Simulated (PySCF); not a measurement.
NMR shielding calculation, with input and output: C5H9F3O2Si

The run: NMR shielding calculation of C5H9F3O2Si, SMILES C[Si](C)(C)OC(=O)C(F)(F)F. Method and program: GIAO PBE0/pcSseg-1 NMR shielding, non-relativistic, IEF-PCM chloroform (PySCF 2.14.0).

The geometry comes from this level: PBE0-D3(BJ)/def2-SVP. It belongs to a series of runs on one base structure; here: solvent chloroform. Figures and captions count atoms from 1; the log counts them from 0 in places.

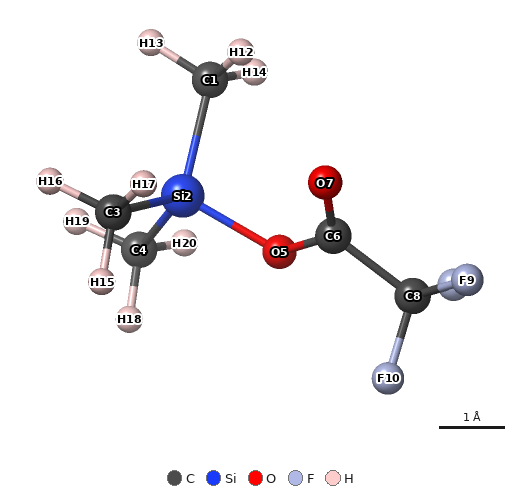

Figure 1. The input geometry (ball-and-stick view, seen at a tilt; atoms are numbered from 1 in the order of the input). Bond lengths as drawn: C–C 1.54 Å, C–F 1.32 to 1.33 Å, C–H 1.10 Å, C–O 1.20 to 1.31 Å, C–Si 1.86 Å and O–Si 1.75 Å.

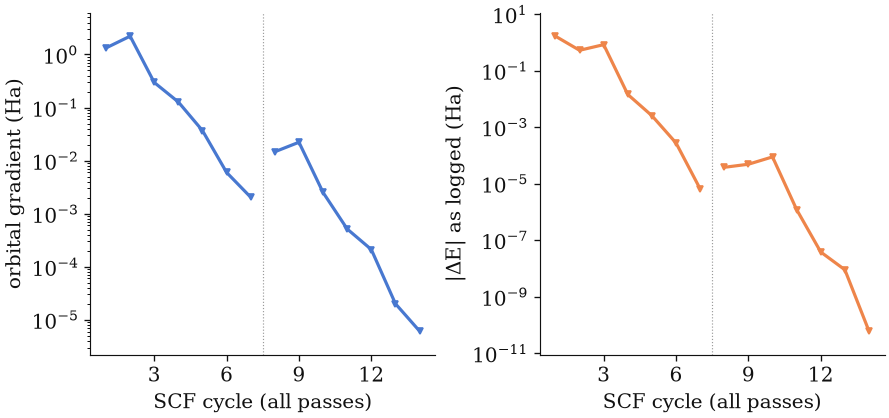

Figure 2. Convergence of the self-consistent field: orbital gradient and size of the energy change against the SCF cycle. The dotted line marks the change from a coarse to the final integration grid. The first 7 cycles use a coarse grid, the final grid takes over at cycle 8, and the field converges after 14 cycles in all.

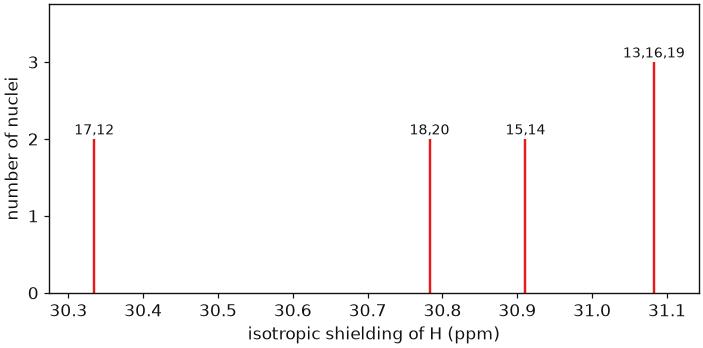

Figure 3. Isotropic shieldings of the hydrogen nuclei in this fixed geometry, labelled by atom number; shielding grows to the right, so chemical shift grows to the left. The least shielded is H17 (30.3 ppm), the most shielded H19 (31.1 ppm).

These pictures come from the run below.

### The input
```
{"job": {"kind": "nmr", "xc": "PBE0", "basis": "pcSseg-1", "solvent": "chloroform", "pop": false}, "charge": 0, "multiplicity": 1}
C     -1.200638    -1.589259    -0.764961
Si    -0.865469     0.063313     0.029435
C     -0.984674     1.477163    -1.178335
C     -1.868936     0.341966     1.572262
O      0.760592     0.025913     0.666038
C      1.828803    -0.149899    -0.073657
O      1.867497    -0.299808    -1.263142
C      3.098873    -0.143891     0.799942
F      4.178907    -0.325666     0.060978
F      3.212707     1.017666     1.441224
F      3.036779    -1.116235     1.707673
H     -0.525482    -1.751079    -1.618093
H     -2.238620    -1.631078    -1.132339
H     -1.062841    -2.412122    -0.046929
H     -0.712217     2.434483    -0.708263
H     -2.018853     1.564805    -1.548875
H     -0.321310     1.307614    -2.039127
H     -1.580649     1.285551     2.060421
H     -2.944229     0.392611     1.339895
H     -1.713213    -0.475165     2.293145
```

The first line tells a small driver script what to run in PySCF; the rest is the geometry in Å.

Run as:
```bash
OMP_NUM_THREADS=1 python <driver script> task.json out
```

### Log
```
coarse grid: 18064 points
cycle   1  E = -934.2420598699  dE =  1.642e+00  |g| = 1.327e+00  |ddm| = 3.992e+00
cycle   2  E = -933.7220266407  dE =  5.200e-01  |g| = 2.212e+00  |ddm| = 1.976e+00
cycle   3  E = -934.5454245920  dE = -8.234e-01  |g| = 2.968e-01  |ddm| = 1.363e+00
cycle   4  E = -934.5596572278  dE = -1.423e-02  |g| = 1.271e-01  |ddm| = 2.476e-01
cycle   5  E = -934.5621752225  dE = -2.518e-03  |g| = 3.672e-02  |ddm| = 8.621e-02
cycle   6  E = -934.5624483315  dE = -2.731e-04  |g| = 5.981e-03  |ddm| = 2.589e-02
cycle   7  E = -934.5624547990  dE = -6.467e-06  |g| = 2.037e-03  |ddm| = 4.990e-03
final grid: 173544 points
cycle   8  E = -934.6652232091  dE = -3.759e-05  |g| = 1.468e-02  |ddm| = 2.716e-02
cycle   9  E = -934.6651749003  dE =  4.831e-05  |g| = 2.217e-02  |ddm| = 2.189e-02
cycle  10  E = -934.6652627201  dE = -8.782e-05  |g| = 2.506e-03  |ddm| = 1.313e-02
cycle  11  E = -934.6652639231  dE = -1.203e-06  |g| = 5.140e-04  |ddm| = 1.713e-03
cycle  12  E = -934.6652639609  dE = -3.780e-08  |g| = 2.109e-04  |ddm| = 4.115e-04
cycle  13  E = -934.6652639698  dE = -8.891e-09  |g| = 2.008e-05  |ddm| = 1.485e-04
cycle  14  E = -934.6652639698  dE = -6.025e-11  |g| = 6.125e-06  |ddm| = 1.625e-05
converged SCF energy = -934.6652639698

GIAO shielding tensors (ppm)
atom      isotropic    diamagn.    paramagn.     s11        s22        s33       span
  0 C      186.202     258.341     -72.139    178.087    186.945    193.575     15.488
  1 Si     308.578     883.856    -575.278    300.653    302.777    322.305     21.652
  2 C      186.093     258.314     -72.221    178.118    186.907    193.254     15.135
  3 C      185.639     257.425     -71.786    178.378    185.744    192.795     14.417
  4 O      113.110     408.627    -295.517    -33.836    159.140    214.025    247.860
  5 C       20.308     252.356    -232.048    -75.582     66.438     70.068    145.649
  6 O      -98.174     404.584    -502.757   -333.628   -253.381    292.488    626.116
  7 C       64.833     248.103    -183.270     50.270     62.672     81.558     31.288
  8 F      275.246     464.417    -189.171    200.610    278.921    346.208    145.598
  9 F      264.491     472.764    -208.273    186.505    256.094    350.875    164.371
 10 F      264.355     472.846    -208.491    186.371    255.927    350.768    164.396
 11 H       30.343      33.142      -2.800     25.425     29.149     36.454     11.029
 12 H       31.076      30.613       0.463     26.885     28.037     38.306     11.421
 13 H       30.922      32.182      -1.260     26.869     28.241     37.657     10.789
 14 H       30.900      32.169      -1.269     26.852     28.196     37.651     10.799
 15 H       31.077      30.610       0.468     26.889     28.062     38.280     11.391
 16 H       30.327      33.107      -2.780     25.415     29.097     36.468     11.053
 17 H       30.782      31.728      -0.946     26.571     28.320     37.456     10.886
 18 H       31.095      29.962       1.133     26.810     28.240     38.235     11.425
 19 H       30.783      31.718      -0.934     26.560     28.332     37.458     10.898
```

### Key numbers

- outcome: converged
- total energy: −934.665264 hartree
- HOMO: −8.72 eV
- LUMO: −0.82 eV
- dipole moment: 4.27 D
- isotropic shielding, C: 20.3 to 186.2 ppm
- isotropic shielding, Si: 308.6 ppm
- isotropic shielding, O: −98.2 to 113.1 ppm
- isotropic shielding, F: 264.4 to 275.2 ppm
- isotropic shielding, H: 30.3 to 31.1 ppm
- hardware: 1 CPU thread, shared host
- wall time: 81 s
- peak memory: 1.3 GiB
